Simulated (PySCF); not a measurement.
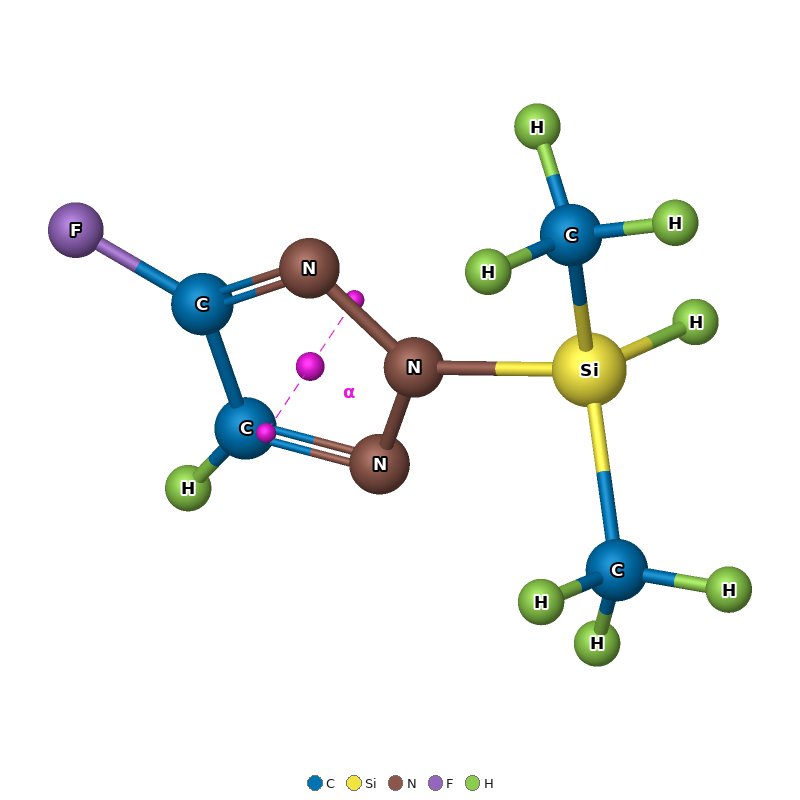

The small points mark where nucleus-independent chemical shifts (NICS) were computed: at the centre of each lettered ring and 1 Å above and below it. The geometry was computed by an optimisation with GFN2-xTB. No frequency run is at hand to confirm it as a minimum. Method: GIAO PBE0/pcSseg-1 NMR shielding, non-relativistic, gas phase (PySCF 2.14.0).

Give NICS(0), NICS(1) and the out-of-plane component NICS(1)zz for each ring (means of the two sides).

| ring | members | NICS(0) | NICS(1) | NICS(1)zz |
| --- | --- | --- | --- | --- |
| α | C2N3 | −13.2 | −12.6 | −30.8 |

Values in ppm.

Question. What do the values say about the ring currents?

Answer. Ring α: diatropic, as in an aromatic ring. NICS is one index among several.

The geometry is semi-empirical. Around Si such bond lengths and angles can be off by a tenth of an ångström or more and by several degrees, and values that hang on the shape move with them.
